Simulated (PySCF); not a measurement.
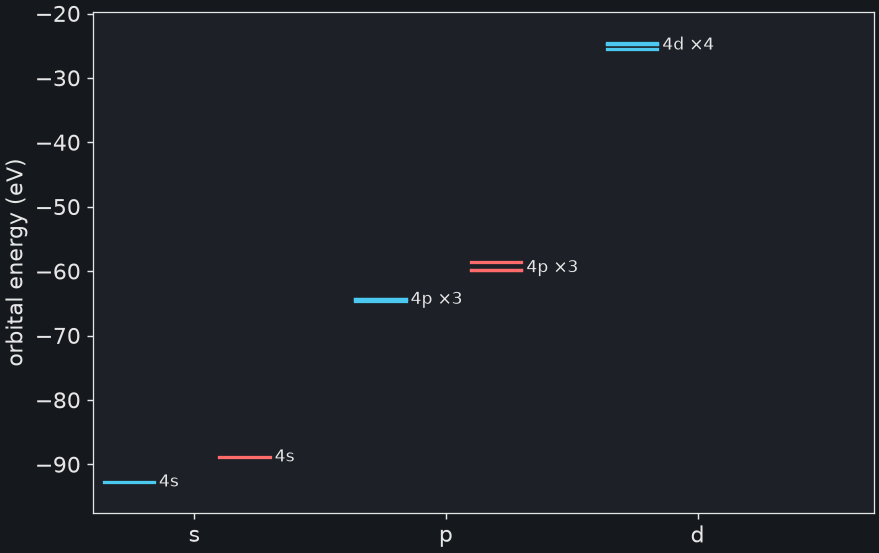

Figure 1. Orbital energies of the mean field, from the top down to −92.7 eV, by angular momentum, α spin at the left of each column and β at the right; ×n counts the orbitals under one label. The highest filled orbital is 4d α at −24.5 eV, the lowest empty one d α at −17.6 eV.

# Run report: Mo²⁺, atomic calculation

System: Mo²⁺, configuration 1s2 2s2 2p6 3s2 3p6 3d10 4s2 4p6 4d4, multiplicity 5.
Method: unrestricted B2PLYP, ANO-RCC-VTZP, spin-free X2C-1e, Gaussian nucleus (PySCF).

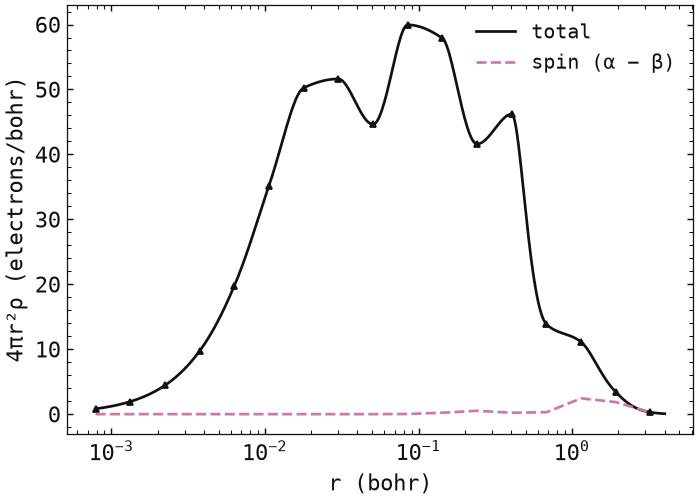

Figure 2. Spherically averaged radial density 4πr²ρ of the mean field and its spin part; markers are the stored points, which are sparse, and the line is a monotone interpolation between them. The largest stored value is 59.9 electrons/bohr at r = 0.085 bohr. Root-mean-square radii of the shells: 3d 0.454, 3s 0.457, 3p 0.463, 4s 1.18, 4p 1.32, 4d 1.86 bohr.

Input and output of the run follow.

## Input file
```python
from pyscf import gto, scf, dft, mp, cc
import basis_set_exchange as bse
mol = gto.M(atom="Mo 0 0 0", charge=2, spin=4, symmetry="D2h",
            basis=gto.basis.parse(bse.get_basis("ANO-RCC-VTZP", elements=["Mo"], fmt="nwchem")),
            nucmod="G")
mf = dft.UKS(mol, xc="0.53*HF + 0.47*B88, 0.73*LYP").sfx2c1e()
mf.irrep_nelec = {'Ag': (7, 6), 'B1g': (2, 1), 'B2g': (2, 1), 'B3g': (2, 1), 'B1u': (3, 3), 'B2u': (3, 3), 'B3u': (3, 3)}
mf.kernel()
```

The script is an equivalent of what the driver set up; the driver started from orbitals of its own, so the log can be shorter than this script's would be, and it computed the properties (radii, ⟨L²⟩, response) afterwards. It held the occupations shell by shell, which the script's counts by irreducible representation don't always enforce. The second-order step of the double hybrid, with the core frozen, followed the SCF and isn't in the script.

## Output (extracts)
```
damping factor = 0
level_shift factor = 0
DIIS = <class 'pyscf.scf.diis.CDIIS'>
diis_start_cycle = 1
diis_space = 10
diis_damp = 0
SCF conv_tol = 1e-09
SCF conv_tol_grad = None
number electrons alpha = 22  beta = 18
XC functionals = 0.53*HF + 0.47*B88, 0.73*LYP
    A. D. Becke.,  Phys. Rev. A 38, 3098 (1988)
    C. Lee, W. Yang, and R. G. Parr.,  Phys. Rev. B 37, 785 (1988)
    B. Miehlich, A. Savin, H. Stoll, and H. Preuss.,  Chem. Phys. Lett. 157, 200 (1989)
cycle= 1 E= -4046.84728088997  delta_E= -0.00547  |g|= 0.02  |ddm|= 0.0511
cycle= 2 E= -4046.84736470478  delta_E= -8.38e-05  |g|= 0.00364  |ddm|= 0.00717
cycle= 3 E= -4046.84736704831  delta_E= -2.34e-06  |g|= 0.000929  |ddm|= 0.00128
cycle= 4 E= -4046.84736724811  delta_E= -2e-07  |g|= 0.000285  |ddm|= 0.000545
cycle= 5 E= -4046.84736727348  delta_E= -2.54e-08  |g|= 3.9e-05  |ddm|= 0.000197
cycle= 6 E= -4046.84736727915  delta_E= -5.67e-09  |g|= 1.44e-05  |ddm|= 0.000176
cycle= 7 E= -4046.84736728025  delta_E= -1.1e-09  |g|= 2.17e-06  |ddm|= 0.000106
cycle= 8 E= -4046.84736728026  delta_E= -1.82e-11  |g|= 1.37e-07  |ddm|= 1.46e-05
converged SCF energy = -4046.84736728026  <S^2> = 6.0015007  2S+1 = 5.0006002
```

## Summary

```
                                                                                   quantity                      value
                                                                                    outcome                  converged
                                                                               total energy         −4046.8586 hartree
                                                                          mean-field energy         −4046.8474 hartree
second-order correlation (valence shells only, unscaled; the total energy holds 0.27 of it)          −0.041418 hartree
                                                                                       ⟨S²⟩                      6.002
                                                                                       ⟨L²⟩                       6.01
                                                                             SCF iterations                          8
                                                                                   hardware  1 CPU thread, shared host
                                                                                   CPU time    2.4 s (integrals apart)
```

## Remarks

Radii and densities are those of the two-component orbitals, without the picture-change correction, so the innermost s shells come out slightly too small (about 1 % for 1s near Z = 40, more for heavier atoms).
